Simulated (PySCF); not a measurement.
**BCl2F (SMILES FB(Cl)Cl) at M06-2X/STO-3G**

What is the vertical ionisation energy of BCl2F at M06-2X/STO-3G? Input form: a Python script.

Program for the calculation: PySCF 2.14.0.

### Step 1. The structure to begin with

The species is BCl2F (4 atoms), meant as a singlet with charge 0. As SMILES, `FB(Cl)Cl`. The shape is that of a PBE0-D4/def2-TZVP optimisation.

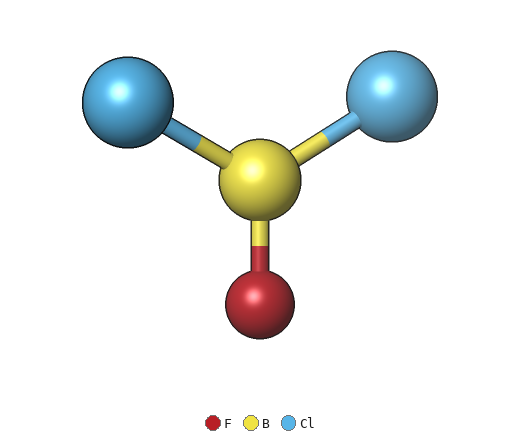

Viewed from a chosen angle; fluorine red, boron yellow, chlorine blue.

### Step 2. A single-point energy at M06-2X/STO-3G

calc.py reads:

```python
# FB(Cl)Cl
from pyscf import gto, dft

mol = gto.M(
    atom=[
    ('F', (0.114370, -1.165320, -0.781190)),
    ('B', (0.007910, -0.080610, -0.054040)),
    ('Cl', (-1.549540, 0.373780, 0.571420)),
    ('Cl', (1.427260, 0.872140, 0.263810)),
],
    basis='sto-3g',
    charge=0,
    verbose=3,
    max_memory=1860,
)

myscf = dft.RKS(mol, xc='m06-2x')
myscf.conv_tol = 1e-10
myscf.grids.level = 4
myscf.kernel()
if not myscf.converged:
    myscf = myscf.newton().run(myscf.mo_coeff, myscf.mo_occ)

etot = myscf.e_tot
print('E = %.10f Eh' % etot)
```

On the command line:

```bash
$ OMP_NUM_THREADS=1 python calc.py
```

What it wrote:

```text
converged SCF energy = -1033.50790366168
E = -1033.5079036617 Eh
```

It took 3.6 s on 1 thread of Arm Neoverse V1, shared host; peak memory 0.22 GiB.

### Step 3. The doublet cation

start.xyz reads:

```xyz
4

F      0.114370    -1.165320    -0.781190
B      0.007910    -0.080610    -0.054040
Cl    -1.549540     0.373780     0.571420
Cl     1.427260     0.872140     0.263810
```

input.py reads:

```python
from pyscf import gto, dft

mol = gto.Mole()
mol.atom = 'start.xyz'
mol.max_memory = 1860
mol.charge = 1
mol.spin = 1
mol.basis = 'sto-3g'
mol.verbose = 3
mol.build()

mf = dft.UKS(mol, xc='m06-2x')
mf.grids.level = 4
mf.conv_tol = 1e-10
mf.kernel()
if not mf.converged:
    mf = mf.newton().run(mf.mo_coeff, mf.mo_occ)

e_final = mf.e_tot
print('E(%s) = %.9f' % ('M06-2X', e_final))
```

On the command line:

```bash
$ OMP_NUM_THREADS=1 python input.py
```

What it wrote:

```text
WARN: HOMO -0.44743949726441 >= LUMO -0.447439497264412

converged SCF energy = -1033.09399281616  <S^2> = 0.752516  2S+1 = 2.0025144
E(M06-2X) = -1033.093992816
```

Wall time 8.1 s (1 thread of Arm Neoverse V1, shared host); peak memory 0.23 GiB.

### Step 4. What came out

At M06-2X/STO-3G:

```
                                          quantity           value
                       singlet BCl2F: total energy  -1033.50790 Eh
                      singlet BCl2F: dipole moment          1.45 D
                        singlet BCl2F: HOMO energy        -9.06 eV
                        singlet BCl2F: LUMO energy         2.38 eV
                      singlet BCl2F: HOMO–LUMO gap        11.43 eV
                      doublet cation: total energy  -1033.09399 Eh
doublet cation: HOMO energy (highest over α and β)       -16.92 eV
 doublet cation: LUMO energy (lowest over α and β)       -13.47 eV
                              doublet cation: ⟨S²⟩           0.753
vertical ionisation energy (to the doublet cation)       11.263 eV
```

What this shows: The vertical ionisation energy comes to 11.26 eV (1087 kJ/mol). −ε(HOMO) before ionisation, 9.06 eV, is 2.21 eV below this ionisation energy. In a minimal basis such a difference can be off by several eV, whatever the method. Mulliken charges (doublet cation) run from +0.03 on F1 to +0.49 on B2.
